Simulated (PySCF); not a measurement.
# C4H6F2O: geometry, spin-spin couplings

Aim: predict the spin-spin couplings of C4H6F2O (`FC(F)[C@@H]1CCO1`).

Programs: PySCF 2.14.0, with density-fitted response routines of our own. Each step states its level of theory. These are calculated values for one molecule in the gas phase, unless marked as measured. Atoms count from 0, in the outputs and in this text.

## (1) The starting structure

13 atoms, charge 0, multiplicity 1; geometry from: GFN2-xTB. The atoms were then displaced at random by about 0.01 Å, so the start is not that level's minimum.

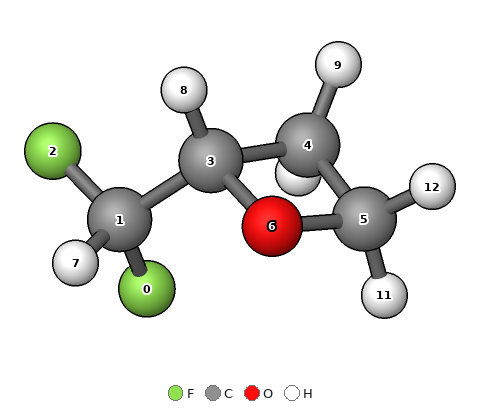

As it starts; fluorine green, carbon grey, oxygen red, hydrogen white, atoms numbered; sticks join atoms by distance.

## (2) Relaxing the molecule at PBE0-D3(BJ)/def2-SVP

What the job is given:

```
{"job": {"xc": "PBE0", "basis": "def2-SVP", "d3": "d3bj", "grid": 1, "shake": 0.01, "kind": "geom"}, "charge": 0, "multiplicity": 1}
F      1.601060    -1.390100    -0.037480
C      1.468270    -0.208720    -0.730250
F      2.526590     0.541900    -0.381320
C      0.208630     0.540070    -0.407210
C     -0.424650     0.302570     0.979030
C     -1.560910    -0.380490     0.228950
O     -0.936890    -0.076040    -1.030190
H      1.563640    -0.429810    -1.806190
H      0.305030     1.586820    -0.695100
H     -0.705050     1.215250     1.523760
H      0.156330    -0.335580     1.648680
H     -1.623000    -1.463910     0.387770
H     -2.573220     0.081150     0.309220
```

On the command line:

```bash
OMP_NUM_THREADS=1 python probes_run.py task.json out
```

The driver reads the jobs from task.json and runs them one after another.

The program printed:

```text
step   0  E = -430.13538583  max force = 0.031164
step   1  E = -430.13851501  max force = 0.007613
step   2  E = -430.13897735  max force = 0.002224
step   3  E = -430.13904791  max force = 0.001056
step   4  E = -430.13907578  max force = 0.000743
step   5  E = -430.13909874  max force = 0.000711
step   6  E = -430.13911662  max force = 0.000822
step   7  E = -430.13912431  max force = 0.000559
step   8  E = -430.13912730  max force = 0.000165
optimisation converged
```

Run time: 54 s. Hardware: 1 thread of Arm Neoverse V2, shared host; peak memory 0.5 GiB.

The steps of the relaxation:

```tsv
step	energy from step 0 (eV)	largest force component (eV/Å)
0	0.0000	1.6025
1	-0.0851	0.3915
2	-0.0977	0.1144
3	-0.0997	0.0543
4	-0.1004	0.0382
5	-0.1010	0.0366
6	-0.1015	0.0423
7	-0.1017	0.0287
8	-0.1018	0.0085
```

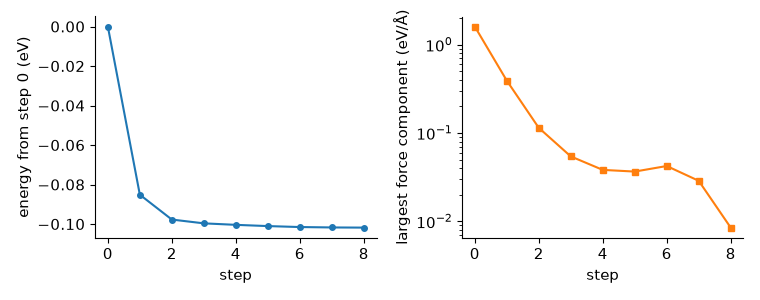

Energy and largest force along the relaxation.

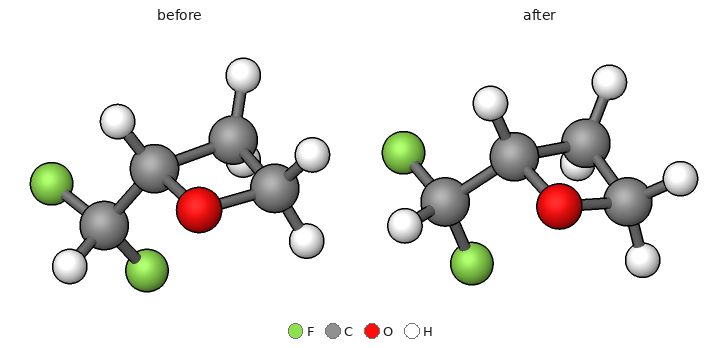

The geometry before (left) and after (right).

Distances of close pairs at the start and the end, largest changes first:

```tsv
bond	before (Å)	after (Å)	change (Å)
F0–C1	1.376	1.352	-0.024
C3–O6	1.442	1.419	-0.023
C3–H8	1.090	1.105	+0.015
C5–H12	1.115	1.103	-0.012
C1–C3	1.501	1.512	+0.012
C4–C5	1.523	1.533	+0.010
C3–C4	1.542	1.533	-0.010
C1–F2	1.344	1.352	+0.009
```

The final coordinates are the input of the step that follows.

```tsv
at the end point	value
point group (found at 0.08 Å tolerance)	C1
rotational constants (GHz, main isotopes)	5.147, 1.996, 1.879
dipole moment (D)	1.54
```

## (3) J couplings: B3LYP/6-31G*

What the job is given:

```
{"job": {"kind": "j", "xc": "B3LYP", "basis": "6-31G*"}, "charge": 0, "multiplicity": 1}
F      1.615021    -1.074482    -0.590550
C      1.348191     0.213471    -0.902032
F      2.306380     0.984386    -0.339549
C     -0.002704     0.617363    -0.355777
C     -0.323202     0.119800     1.058259
C     -1.352668    -0.756766     0.335993
O     -1.037379    -0.167032    -0.929398
H      1.395228     0.318953    -2.000391
H     -0.134583     1.699589    -0.537531
H     -0.743622     0.884568     1.723023
H      0.492308    -0.408693     1.568059
H     -1.140188    -1.839167     0.349603
H     -2.407959    -0.595756     0.613945
```

Level: B3LYP/6-31G* indirect spin-spin coupling, non-relativistic, gas phase.

The program printed:

```text
coarse grid: 11328 points
cycle   1  E = -430.7723233180  dE =  1.033e+00  |g| = 9.114e-01  |ddm| = 3.342e+00
cycle   2  E = -430.5541264738  dE =  2.182e-01  |g| = 1.449e+00  |ddm| = 1.784e+00
cycle   3  E = -430.9172835742  dE = -3.632e-01  |g| = 1.000e-01  |ddm| = 1.175e+00
cycle   4  E = -430.9188658932  dE = -1.582e-03  |g| = 5.401e-02  |ddm| = 1.190e-01
cycle   5  E = -430.9193959599  dE = -5.301e-04  |g| = 1.107e-02  |ddm| = 4.496e-02
cycle   6  E = -430.9194166186  dE = -2.066e-05  |g| = 4.034e-03  |ddm| = 1.233e-02
cycle   7  E = -430.9194200916  dE = -3.473e-06  |g| = 4.545e-04  |ddm| = 3.961e-03
final grid: 111480 points
cycle   8  E = -430.8884264672  dE = -1.874e-05  |g| = 7.839e-03  |ddm| = 1.708e-02
cycle   9  E = -430.8884135502  dE =  1.292e-05  |g| = 1.164e-02  |ddm| = 1.454e-02
cycle  10  E = -430.8884385175  dE = -2.497e-05  |g| = 7.717e-04  |ddm| = 8.375e-03
cycle  11  E = -430.8884386383  dE = -1.208e-07  |g| = 2.151e-04  |ddm| = 8.942e-04
cycle  12  E = -430.8884386465  dE = -8.224e-09  |g| = 6.456e-05  |ddm| = 2.068e-04
cycle  13  E = -430.8884386472  dE = -6.808e-10  |g| = 1.990e-05  |ddm| = 5.942e-05
converged SCF energy = -430.8884386472

Indirect spin-spin couplings (Hz)
  i      j    bonds     total        FC       PSO       DSO        SD
  0 F    1 C    1   -245.876  -246.184   -10.316     1.249     9.375
  0 F    2 F    2    299.940   107.561   118.877    -0.312    73.813
  0 F    3 C    2     24.975    23.696    -0.165     0.158     1.286
  0 F    4 C    3      6.422     7.131    -0.883     0.144     0.030
  0 F    6 O    3      1.305     0.203     1.006    -0.037     0.134
  0 F    7 H    2     59.255    63.000    -0.162    -0.549    -3.034
  0 F    8 H    3     21.121    23.444    -0.263    -1.957    -0.102
  0 F    9 H    4      1.038     1.731     0.702    -1.290    -0.106
  0 F   10 H    4      1.373     1.587    -1.524     1.458    -0.148
  0 F   11 H    5      1.298     1.252    -0.933     0.899     0.080
  0 F   12 H    5     -0.589     0.090     0.621    -1.253    -0.047
  1 C    2 F    1   -246.098  -250.663    -6.917     1.201    10.280
  1 C    3 C    1     70.105    70.737    -1.023     0.392         -
  1 C    4 C    2     -2.222    -2.238    -0.040     0.056         -
  1 C    5 C    3      0.695     0.689     0.027    -0.021         -
  1 C    6 O    2     -4.621    -5.114     0.536    -0.043         -
  1 C    7 H    1    189.544   188.863    -0.915     1.597         -
  1 C    8 H    2      5.809     5.709    -0.155     0.256         -
  1 C    9 H    3      3.470     3.549     0.173    -0.253         -
  1 C   10 H    3      4.069     4.023    -0.198     0.243         -
  1 C   11 H    4     -0.591    -0.558     0.042    -0.075         -
  1 C   12 H    4      0.620     0.737     0.258    -0.374         -
  2 F    3 C    2     33.262    37.034    -3.964     0.186     0.007
  2 F    4 C    3      1.164     1.374    -0.105     0.024    -0.129
  2 F    5 C    4     -0.205    -0.206     0.444    -0.298    -0.145
  2 F    6 O    3     -2.109    -1.905     1.427     0.178    -1.808
  2 F    7 H    2     54.781    58.109     0.386    -0.735    -2.978
  2 F    8 H    3     -0.484    -0.634     0.314     0.367    -0.531
  2 F    9 H    4     -0.540     0.006     0.013    -0.468    -0.090
  2 F   11 H    5     -0.750    -0.199     0.630    -1.081    -0.101
  2 F   12 H    5      0.261     0.791     0.779    -1.323     0.013
  3 C    4 C    1     42.521    41.689     0.534     0.298         -
  3 C    5 C    2     -9.778    -9.453    -0.397     0.072         -
  3 C    6 O    1     10.424    12.805    -2.215    -0.166         -
  3 C    7 H    2      5.701     5.746    -0.172     0.126         -
  3 C    8 H    1    161.057   160.119    -0.466     1.404         -
  3 C    9 H    2     -2.877    -2.965     0.072     0.016         -
  3 C   10 H    2     -3.687    -3.892     0.167     0.037         -
  3 C   11 H    3      1.596     1.857     0.046    -0.307         -
  3 C   12 H    3      2.526     2.805     0.102    -0.381         -
  4 C    5 C    1     41.822    40.843     0.736     0.243         -
  4 C    6 O    2     -4.780    -4.669    -0.102    -0.010         -
  4 C    7 H    3      3.543     3.696     0.285    -0.439         -
  4 C    8 H    2     -2.117    -2.222     0.194    -0.089         -
  4 C    9 H    1    155.184   153.703     0.510     0.971         -
  4 C   10 H    1    155.649   154.214     0.385     1.050         -
  4 C   11 H    2     -2.137    -2.233     0.222    -0.126         -
  4 C   12 H    2     -2.247    -2.328     0.246    -0.165         -
  5 C    6 O    1      9.605    12.378    -2.636    -0.137         -
  5 C    7 H    4     -0.456    -0.339     0.238    -0.355         -
  5 C    8 H    3      3.054     3.316     0.171    -0.433         -
  5 C    9 H    2     -3.222    -3.296     0.208    -0.134         -
  5 C   10 H    2     -3.426    -3.531     0.202    -0.097         -
  5 C   11 H    1    159.609   158.834    -0.256     1.031         -
  5 C   12 H    1    158.896   158.115    -0.212     0.994         -
  6 O    7 H    3     -0.629    -0.568     0.022    -0.083         -
  6 O    8 H    2     -7.021    -6.327    -0.749     0.056         -
  6 O    9 H    3     -0.026    -0.054    -0.177     0.206         -
  6 O   10 H    3     -0.263    -0.324    -0.170     0.230         -
  6 O   11 H    2     -6.261    -5.608    -0.728     0.076         -
  6 O   12 H    2     -7.073    -6.391    -0.771     0.089         -
  7 H    8 H    3      1.075     1.156    -0.112     0.031         -
  7 H    9 H    4     -0.654     0.027     1.141    -1.823         -
  7 H   10 H    4     -1.142    -0.405     1.114    -1.851         -
  7 H   11 H    5     -0.348     0.068     0.615    -1.030         -
  7 H   12 H    5     -0.625    -0.048     0.997    -1.574         -
  8 H    9 H    3      8.203     8.189    -0.391     0.406         -
  8 H   10 H    3      3.726     4.542     1.079    -1.894         -
  8 H   11 H    4     -0.368     0.628     1.489    -2.485         -
  8 H   12 H    4     -1.253    -0.707     0.671    -1.218         -
  9 H   10 H    2    -13.254   -12.389     1.083    -1.948         -
  9 H   11 H    3      6.078     7.054     1.249    -2.225         -
  9 H   12 H    3      8.824     8.925    -0.213     0.113         -
 10 H   11 H    3      8.312     8.324    -0.370     0.357         -
 10 H   12 H    3      4.416     5.316     1.118    -2.019         -
 11 H   12 H    2     -8.036    -7.066     1.020    -1.990         -
```

Wall time 13 s (1 thread of Arm Neoverse V2, shared host); peak memory 0.63 GiB.

The basis is not made for couplings: without tight functions at the nuclei these values are rough.

A choice of the couplings up to four bonds, sorted by the number of bonds; isotopes 13C, 19F, 1H, 17O:

```tsv
pair	bonds	J (Hz)	Fermi contact (Hz)	dihedral (°)
C1–F2	1	-246.1	-250.7	–
F0–C1	1	-245.9	-246.2	–
C1–H7	1	189.5	188.9	–
C3–H8	1	161.1	160.1	–
C5–H11	1	159.6	158.8	–
C5–H12	1	158.9	158.1	–
C4–H10	1	155.6	154.2	–
C4–H9	1	155.2	153.7	–
C1–C3	1	70.1	70.7	–
F0–F2	2	299.9	107.6	–
F0–H7	2	59.3	63.0	–
F2–H7	2	54.8	58.1	–
F2–C3	2	33.3	37.0	–
F0–C3	2	25.0	23.7	–
H9–H10	2	-13.3	-12.4	–
C3–C5	2	-9.8	-9.5	–
H11–H12	2	-8.0	-7.1	–
O6–H12	2	-7.1	-6.4	–
F0–H8	3	21.1	23.4	174
H9–H12	3	8.8	8.9	-5
H10–H11	3	8.3	8.3	-3
H8–H9	3	8.2	8.2	5
F0–C4	3	6.4	7.1	42
H9–H11	3	6.1	7.1	-134
H10–H12	3	4.4	5.3	126
C1–H10	3	4.1	4.0	5
H8–H10	3	3.7	4.5	-123
F0–H10	4	1.4	1.6	–
H8–H12	4	-1.3	-0.7	–
H7–H10	4	-1.1	-0.4	–
F0–H9	4	1.0	1.7	–
```

The spin-dipole term was solved for some atoms only; pairs without it lack that part.

The response was solved for the nuclei of C, F, H alone, so couplings that need other nuclei can be missing.

Quadrupole couplings from the field gradients of the same density:

```tsv
atom	isotope	eQq/h (MHz)	η
O6	17O	11.0	0.80
```

## (4) Outcome

```
                                    quantity                    value
                                 point group                       C1
        rotational constants (main isotopes)     5.15, 2.00, 1.88 GHz
largest coupling of the table (B3LYP/6-31G*)  ²J(F,F) F0–F2, 299.9 Hz
```

Over 8 steps the energy fell by 0.102 eV; of the close pairs, F0–C1 changed most, 1.376 to 1.352 Å. In the run at B3LYP/6-31G*, the largest coupling of the table is F0–F2, 299.9 Hz, of which the Fermi-contact term gives 107.6 Hz. Couplings across rotatable bonds belong to this one conformer; where others are populated, the observed values are averages. Density functionals describe couplings to fluorine poorly, F–F couplings above all, so those rows are rough. Couplings from bases without tight functions are rough.
